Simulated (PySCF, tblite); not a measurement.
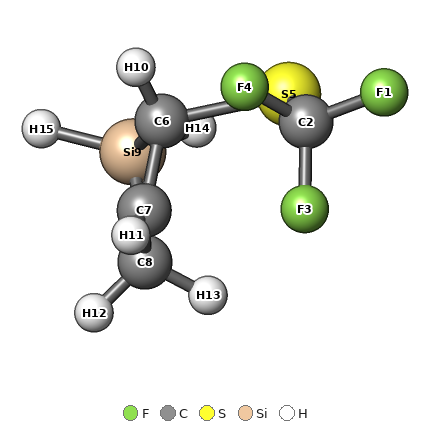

First-order isotropic EPR spectrum (fast tumbling, first derivative) of C₄H₆F₃SSi, SMILES FC(F)(F)S[C@@H]1[CH]C[SiH2]1, doublet at 9.30 GHz, Lorentzian lines of 0.25 mT full width at half height, from computed g and hyperfine couplings (B3LYP/pcH-1 in PySCF 2.14.0, at a GFN2-xTB geometry (a minimum by its frequencies), gas phase); values of one conformer, averaged over methyl-type rotors alone; other conformers aren't averaged in; no vibrational averaging; dilute isotopes left out. The SMILES is one Lewis form and needn't show where the spin sits.

> Give g and the hyperfine couplings.

g_iso = 2.0035, which centres the spectrum at 331.6 mT; it spans 13.3 mT.

```csv
nuclei,isotope,a (mT),a (MHz)
H13,¹H,4.93,138.3
H12,¹H,2.21,61.9
H11,¹H,−1.89,−53.0
H10,¹H,1.24,34.8
"F1, F3, F4",¹⁹F,0.82,23.1
H14,¹H,0.45,12.7
H15,¹H,−0.08,−2.3
```

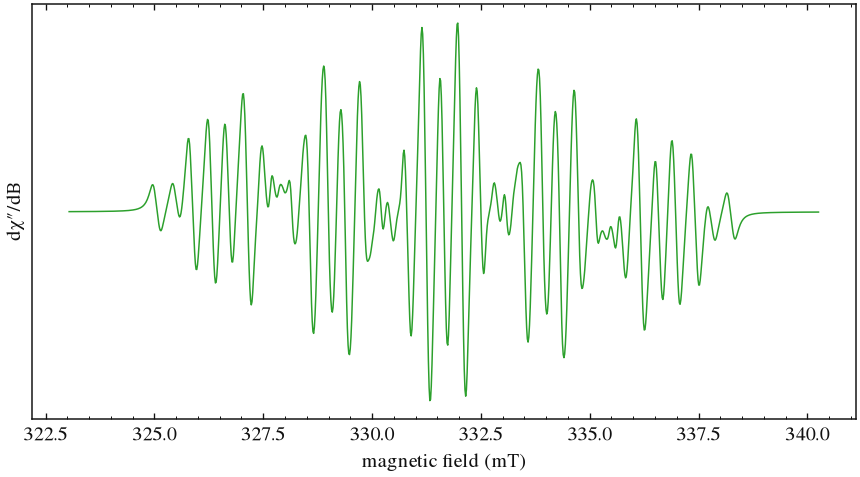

Caveats: the tight-binding geometry is rougher than a DFT one and adds to the error.
